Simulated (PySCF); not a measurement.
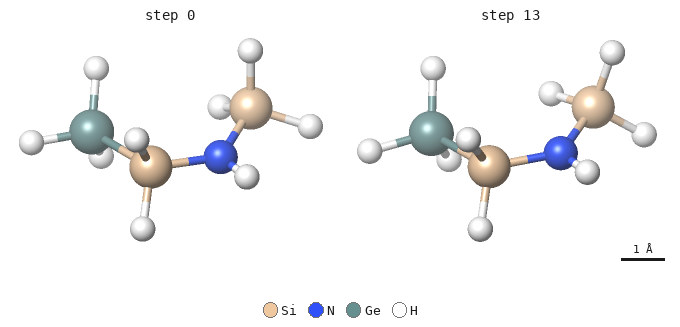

The structure of GeSi₂NH₉ before (left) and after (right) a relaxation, at one scale.

Style: ball-and-stick. Shown from a free direction.

The start comes from GFN2-xTB. Its atoms were then displaced at random by about 0.01 Å.

These are results of PBE0-D3(BJ)/def2-SVP geometry optimisation, gas phase in PySCF, not measurements. 

Question: Describe what moved and what it gained.

Answer: The atom that moves furthest after the best rigid fit is an H atom (0.52 Å). Largest moves by element: H 0.52 Å, N 0.14 Å, Ge 0.09 Å, Si 0.06 Å. Among the contacts that change: Ge–H 1.465 → 1.542 Å, H–Si 1.446 → 1.501 Å, N–Si 1.704 → 1.740 Å, H–N 0.985 → 1.018 Å. Bond angles that change, for instance: H–Ge–H 103.0° → 108.6°, Si–Ge–H 113.2° → 108.1°, H–Ge–H 103.3° → 108.3°. Groups turn about N–Si by about 25°. Over 13 geometry steps the energy falls by 5.88 kcal/mol. Cost: 95 s on 1 thread of Arm Neoverse V2, on a shared host.
